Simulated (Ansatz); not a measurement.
# BClF3H: a nudged elastic band in two tries

The task is a band of images between two relaxed ends.

All numbers below are computed with Ansatz 0.2.0 (RKS LDA/def2-SVP).

## 1. Starting point

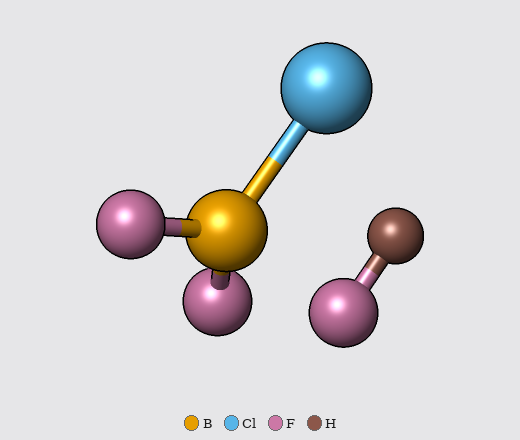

Start, viewed from a free direction; boron amber, chlorine blue, fluorine pink, hydrogen brown.

As a file:

```xyz
6

B     0.0071   -0.0396    0.1304
Cl   -0.0018    0.3956    1.9143
F     1.1421    0.1471   -0.5112
F    -1.1390    0.0807   -0.5063
F     0.0584   -1.7823    0.4879
H     0.0534   -1.5307    1.4357
```

## 2. First try

Contents of input.yaml:

```yaml
crystal:
  periodic: [false, false, false]
  atoms:
    - { symbol: B, position_ang: [0.007063, -0.03965, 0.130351] }
    - { symbol: Cl, position_ang: [-0.001758, 0.395648, 1.914264] }
    - { symbol: F, position_ang: [1.142141, 0.147053, -0.511246] }
    - { symbol: F, position_ang: [-1.138988, 0.080728, -0.506326] }
    - { symbol: F, position_ang: [0.058431, -1.782261, 0.487939] }
    - { symbol: H, position_ang: [0.05341, -1.530716, 1.435718] }
basis:
  gaussian: { orbitals: def2-SVP }
hamiltonian:
  xc: lda
neb:
  order_check: false
  images: 5
  f_tol: 0.05
  max_iterations: 8
  final_atoms:
    - { symbol: B, position_ang: [0.01619935, -0.3935834, -0.31858568] }
    - { symbol: Cl, position_ang: [0.00625658, 0.12074029, 2.28687504] }
    - { symbol: F, position_ang: [1.13679551, 0.22915845, -0.59001856] }
    - { symbol: F, position_ang: [-1.1388853, 0.16455381, -0.58585729] }
    - { symbol: F, position_ang: [0.05332156, -1.67525549, 0.01755893] }
    - { symbol: H, position_ang: [0.0466113, -1.17481166, 2.14072756] }
  initial_path: idpp
  relax_end_points: true
```

The run is started by

```sh
> ansatz run input.yaml --threads 1 --pin off --max-ram 2048MiB --backend cpu --events-out ev --progress --plain --runs-dir out
```

What it wrote:

```text
Error: invalid value for `basis.gaussian`: such a run doesn't read neb.relax_end_points; remove what it names
```

Run time: 0.03 s. Hardware: 1 thread of Arm Neoverse V2, shared host; peak memory 0.025 GiB.

## 3. Reading the log

The run ended at the input check. The line that matters: «invalid value for `basis.gaussian`: such a run doesn't read neb.relax_end_points; remove what it names»

Relaxing the ends inside the band is not offered in a Gaussian basis.

Remedy: drop the key and relax the ends in runs of their own.

## 4. Second try

input.yaml, as its differences from that of step 2:

```diff
@@ -17,3 +17,3 @@
   f_tol: 0.05
-  max_iterations: 8
+  max_iterations: 60
   final_atoms:
@@ -25,3 +25,10 @@
     - { symbol: H, position_ang: [0.0466113, -1.17481166, 2.14072756] }
-  initial_path: idpp
-  relax_end_points: true
+  initial_path:
+    images:
+      - { positions_ang: [[0.007063, -0.03965, 0.130351], [-0.001758, 0.395648, 1.914264], [1.142141, 0.147053, -0.511246], [-1.138988, 0.080728, -0.506326], [0.058431, -1.782261, 0.487939], [0.05341, -1.530716, 1.435718]] }
+      - { positions_ang: [[0.00401858, -0.02476758, 0.08848699], [-0.00208987, 0.25775419, 2.01438896], [1.14183404, 0.10385406, -0.55909517], [-1.14097616, 0.05591673, -0.55608959], [0.06327904, -1.7001052, 0.4918101], [0.05423337, -1.4218502, 1.47119871]] }
+      - { positions_ang: [[0.00097416, -0.00988516, 0.04662299], [-0.00242173, 0.11986039, 2.11451392], [1.14152708, 0.06065512, -0.60694434], [-1.14296432, 0.03110547, -0.60585318], [0.06812707, -1.61794941, 0.49568121], [0.05505675, -1.31298441, 1.50667941]] }
+      - { positions_ang: [[-0.00207026, 0.00499725, 0.00475898], [-0.0027536, -0.01803342, 2.21463887], [1.14122012, 0.01745618, -0.65479352], [-1.14495249, 0.0062942, -0.65561677], [0.07297511, -1.53579361, 0.49955231], [0.05588012, -1.20411861, 1.54216012]] }
+      - { positions_ang: [[0.00401961, -0.12786297, -0.10302257], [0.00024979, 0.02822448, 2.2387176], [1.13974525, 0.0880236, -0.63320186], [-1.14293009, 0.05904741, -0.63236361], [0.06642393, -1.58228091, 0.33888785], [0.05279051, -1.19434962, 1.7416826]] }
+      - { positions_ang: [[0.01010948, -0.26072318, -0.21080412], [0.00325319, 0.07448239, 2.26279632], [1.13827038, 0.15859103, -0.61161021], [-1.1409077, 0.11180061, -0.60911045], [0.05987274, -1.6287682, 0.17822339], [0.04970091, -1.18458064, 1.94120508]] }
+      - { positions_ang: [[0.01619935, -0.3935834, -0.31858568], [0.00625658, 0.12074029, 2.28687504], [1.13679551, 0.22915845, -0.59001856], [-1.1388853, 0.16455381, -0.58585729], [0.05332156, -1.67525549, 0.01755893], [0.0466113, -1.17481166, 2.14072756]] }
```

The run is started by

```sh
> ansatz run input.yaml --threads 1 --pin off --max-ram 2048MiB --backend cpu --events-out ev --progress --plain --runs-dir out
```

The limit on steps is raised as well. The first and last lines of the walk in its log:

```text
NEB iter   1: max|band force component| = 4.610e0 eV/Å  barrier→ = 1.5446 eV  barrier← = 2.0070 eV  Δτ_max = 0.1950 Å  (170 SCF iters)
NEB iter   2: max|band force component| = 1.993e0 eV/Å  barrier→ = 0.2522 eV  barrier← = 0.7145 eV  Δτ_max = 0.1967 Å  (153 SCF iters)
NEB iter   3: max|band force component| = 3.611e0 eV/Å  barrier→ = 0.1172 eV  barrier← = 0.5795 eV  Δτ_max = 0.1031 Å  (145 SCF iters)
[...]
NEB iter   7: max|band force component| = 9.031e-2 eV/Å  barrier→ = 0.0590 eV  barrier← = 0.5214 eV  CI = image 2  Δτ_max = 0.0084 Å  (125 SCF iters)
NEB iter   8: max|band force component| = 6.818e-2 eV/Å  barrier→ = 0.0585 eV  barrier← = 0.5209 eV  CI = image 2  Δτ_max = 0.0046 Å  (121 SCF iters)
NEB iter   9: max|band force component| = 1.725e-2 eV/Å  barrier→ = 0.0583 eV  barrier← = 0.5207 eV  CI = image 2  Δτ_max = 0.0000 Å  (230 SCF iters)
```

It took 50 s on 1 thread of Arm Neoverse V2, shared host; peak memory 0.13 GiB.

Second try: 9 iterations, highest image 0.06 eV above the first end.

## 5. Outcome

```
 quantity                                                                 value
first try                                                               refused
    cause  relaxing the ends inside the band is not offered in a Gaussian basis
```

In words: The fault in the first input was caught at the input check and cost nothing.
